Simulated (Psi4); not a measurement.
# [PF4]+ (SMILES F[P+](F)(F)F) at HSE06/def2-SVPD

What is the vertical ionisation energy of [PF4]+ at HSE06/def2-SVPD? Input form: an ASE script.

The results are computed with Psi4 1.11.

5 further runs of the same task are left out: 2 that didn't finish, 3 set aside as unsound or not needed.

### Step 1. The system as given

[PF4]+: 5 atoms, total charge +1, spin state singlet. As SMILES, `F[P+](F)(F)F`. Geometry: relaxed at GFN2-xTB.

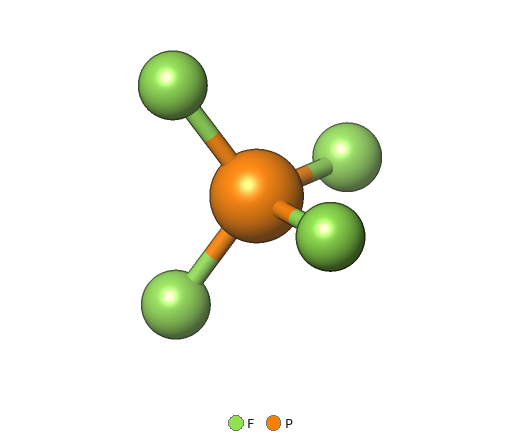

The structure, seen from a chosen angle (fluorine green, phosphorus orange).

### Step 2. Energy and forces at HSE06/def2-SVPD

run_ase.py

```python
import numpy as np
from ase.calculators.psi4 import Psi4
from ase import Atoms

atoms = Atoms(['F', 'P', 'F', 'F', 'F'], positions=[
    [0.130310, -0.766260, 1.287560],
    [0.000010, -0.000010, -0.000010],
    [-0.966190, 1.137020, 0.188590],
    [-0.508490, -0.915820, -1.079160],
    [1.344360, 0.545070, -0.396980],
])
calc = Psi4(atoms=atoms, method='hse06', basis='def2-SVPD', memory='1600MB', num_threads=1, charge=1, multiplicity=1, label='f4p', reference='rks')
calc.psi4.set_options({'puream': True, 'e_convergence': 1e-09, 'd_convergence': 1e-08, 'scf_type': 'pk', 'dft_radial_points': 99, 'dft_spherical_points': 590})
atoms.calc = calc

forces = atoms.get_forces()
print(f'energy: {atoms.get_potential_energy():.6f} eV')
print('forces / eV A^-1')
print(np.round(forces, 5))
```

Run with:

```sh
$ python run_ase.py
```

f4p.dat:

```text
[...]
  Running in c1 symmetry.
[...]
  Nuclear repulsion =  294.716807322859552
[...]
  Multiplicity = 1
[...]
  Nalpha       = 25
  Nbeta        = 25
[...]
    Number of basis functions: 116
[...]
   @RKS iter   1:  -739.51325317039300    7.64677e-01   5.03377e-03 DIIS/ADIIS
[...]
   @RKS iter   9:  -739.63214991531936   -4.43379e-12   1.11945e-09 DIIS
[...]
    Orbital Energies [Eh]
    ---------------------
    Doubly Occupied:
       1A    -77.798233     2A    -25.136447     3A    -25.136401
       4A    -25.136395     5A    -25.136392     6A     -7.164398
       7A     -5.306229     8A     -5.306228     9A     -5.306228
      10A     -1.639648    11A     -1.570858    12A     -1.570838
      13A     -1.570829    14A     -1.000487    15A     -0.904739
      16A     -0.904730    17A     -0.904723    18A     -0.820534
      19A     -0.820511    20A     -0.807524    21A     -0.807523
      22A     -0.807521    23A     -0.762461    24A     -0.762455
      25A     -0.762451
[...]
  @RKS Final Energy:  -739.63214991531936
   => Energetics <=
    Nuclear Repulsion Energy =            294.7168073228595517
    One-Electron Energy =               -1597.5449374217591867
    Two-Electron Energy =                 612.7187132163162460
    DFT Exchange-Correlation Energy =     -49.5227330327359283
    Empirical Dispersion Energy =           0.0000000000000000
    VV10 Nonlocal Energy =                  0.0000000000000000
    Total Energy =                       -739.6321499153193599
[...]
 Multipole Moments:
 ------------------------------------------------------------------------------------
     Multipole            Electronic (a.u.)      Nuclear  (a.u.)        Total (a.u.)
 ------------------------------------------------------------------------------------
 L = 1.  Multiply by 2.5417464519 to convert [e a0] to [Debye]
 Dipole X            :          0.0000249            0.0000055            0.0000304
 Dipole Y            :         -0.0000545           -0.0000055           -0.0000600
 Dipole Z            :         -0.0000582           -0.0000055           -0.0000637
 Magnitude           :                                                    0.0000926
[...]
  -Total Gradient:
     Atom            X                  Y                   Z
    ------   -----------------  -----------------  -----------------
       1       -0.000794061373     0.004882895180    -0.008182997113
       2       -0.000012194452    -0.000024098722    -0.000025484969
       3        0.006137403404    -0.007256116774    -0.001212019709
       4        0.003230149071     0.005852597931     0.006909768141
       5       -0.008547973379    -0.003473694926     0.002525618231
[...]
```

Standard output:

```text
energy: -20126.415947 eV
forces / eV A^-1
[[ 0.04083 -0.25109  0.42079]
 [ 0.00063  0.00124  0.00131]
 [-0.3156   0.37312  0.06232]
 [-0.1661  -0.30095 -0.35531]
 [ 0.43955  0.17862 -0.12987]]
```

It took 64 s on 1 thread of Intel Xeon Platinum 8259CL at 2.50GHz (Skylake/Cascade Lake), shared host; peak memory 0.86 GiB.

### Step 3. Doublet [PF4]2+

f4p.xyz

```xyz
5
F4P
F      0.130310    -0.766260     1.287560
P      0.000010    -0.000010    -0.000010
F     -0.966190     1.137020     0.188590
F     -0.508490    -0.915820    -1.079160
F      1.344360     0.545070    -0.396980
```

f4p_ase.py

```python
import numpy as np
from ase.calculators.psi4 import Psi4
from ase.io import read

atoms = read('f4p.xyz')
calc = Psi4(atoms=atoms, method='hse06', basis='def2-SVPD', memory='1600MB', num_threads=1, charge=2, multiplicity=2, label='psi4-calc', reference='uks')
calc.psi4.set_options({'puream': True, 'e_convergence': 1e-09, 'd_convergence': 1e-08, 'scf_type': 'pk', 'dft_radial_points': 99, 'dft_spherical_points': 590, 'maxiter': 200})
atoms.calc = calc

forces = atoms.get_forces()
print(f'energy: {atoms.get_potential_energy():.6f} eV')
print('forces / eV A^-1')
print(np.round(forces, 5))
```

Run with:

```sh
$ python f4p_ase.py
```

psi4-calc.dat:

```text
[...]
  Running in c1 symmetry.
[...]
  Nuclear repulsion =  294.716807322859552
[...]
  Multiplicity = 2
[...]
  Nalpha       = 25
  Nbeta        = 24
[...]
    Number of basis functions: 116
[...]
   @UKS iter   1:  -738.64599531966462    1.63193e+00   4.12141e-03 DIIS/ADIIS
[...]
   @UKS iter  25:  -738.75203914201973   -1.68257e-11   3.06806e-09 DIIS
[...]
   @S^2 Observed:                7.581812233E-01
[...]
    Orbital Energies [Eh]
    ---------------------
    Alpha Occupied:
       1A    -78.108402     2A    -25.478958     3A    -25.478915
       4A    -25.478905     5A    -25.478882     6A     -7.474156
       7A     -5.615992     8A     -5.615950     9A     -5.615950
      10A     -1.962633    11A     -1.897140    12A     -1.897127
      13A     -1.896928    14A     -1.307056    15A     -1.217319
      16A     -1.217307    17A     -1.212044    18A     -1.155702
      19A     -1.132519    20A     -1.132514    21A     -1.130345
      22A     -1.117614    23A     -1.103770    24A     -1.080726
      25A     -1.080723
    Alpha Virtual:
[...]
  @UKS Final Energy:  -738.75203914201973
   => Energetics <=
    Nuclear Repulsion Energy =            294.7168073228595517
    One-Electron Energy =               -1581.4879459914068320
    Two-Electron Energy =                 597.1384593846920552
    DFT Exchange-Correlation Energy =     -49.1193598581644295
    Empirical Dispersion Energy =           0.0000000000000000
    VV10 Nonlocal Energy =                  0.0000000000000000
    Total Energy =                       -738.7520391420197257
[...]
 Multipole Moments:
 ------------------------------------------------------------------------------------
     Multipole            Electronic (a.u.)      Nuclear  (a.u.)        Total (a.u.)
 ------------------------------------------------------------------------------------
 L = 1.  Multiply by 2.5417464519 to convert [e a0] to [Debye]
 Dipole X            :          0.0001012            0.0000055            0.0001067
 Dipole Y            :          0.0001323           -0.0000055            0.0001269
 Dipole Z            :          0.0000608           -0.0000055            0.0000553
 Magnitude           :                                                    0.0001747
[...]
  -Total Gradient:
     Atom            X                  Y                   Z
    ------   -----------------  -----------------  -----------------
       1       -0.004775984834     0.016959742944    -0.023263676181
       2       -0.000003887353     0.000005905675    -0.000006364673
       3        0.018131931958    -0.022897442320    -0.000285428775
       4        0.012712864404     0.018251890417     0.018942783743
       5       -0.026051607268    -0.012335484618     0.004628769923
[...]
```

Standard output:

```text
energy: -20102.466913 eV
forces / eV A^-1
[[ 2.45590e-01 -8.72110e-01  1.19627e+00]
 [ 2.00000e-04 -3.00000e-04  3.30000e-04]
 [-9.32380e-01  1.17743e+00  1.46800e-02]
 [-6.53720e-01 -9.38550e-01 -9.74080e-01]
 [ 1.33963e+00  6.34320e-01 -2.38020e-01]]
```

It took 2.5 min on 1 thread of Intel Xeon Platinum 8259CL at 2.50GHz (Skylake/Cascade Lake), shared host; peak memory 0.86 GiB.

### Step 4. What came out

At HSE06/def2-SVPD:

```
                                            quantity          value
                        singlet [PF4]+: total energy  -739.63215 Eh
                         singlet [PF4]+: HOMO energy      -20.75 eV
                         singlet [PF4]+: LUMO energy       -8.05 eV
                       singlet [PF4]+: HOMO–LUMO gap       12.70 eV
            singlet [PF4]+: largest force on an atom     0.494 eV/Å
                       doublet [PF4]2+: total energy  -738.75204 Eh
 doublet [PF4]2+: HOMO energy (highest over α and β)      -28.55 eV
  doublet [PF4]2+: LUMO energy (lowest over α and β)      -27.17 eV
                               doublet [PF4]2+: ⟨S²⟩          0.758
           doublet [PF4]2+: largest force on an atom     1.502 eV/Å
vertical ionisation energy (to the doublet dication)      23.949 eV
```

The vertical ionisation energy comes to 23.95 eV (552 kcal/mol). The largest force (singlet [PF4]+) is 0.49 eV/Å: the shape isn't a stationary point for this species at this level. −ε(HOMO) before ionisation, 20.75 eV, is 3.20 eV below this ionisation energy.
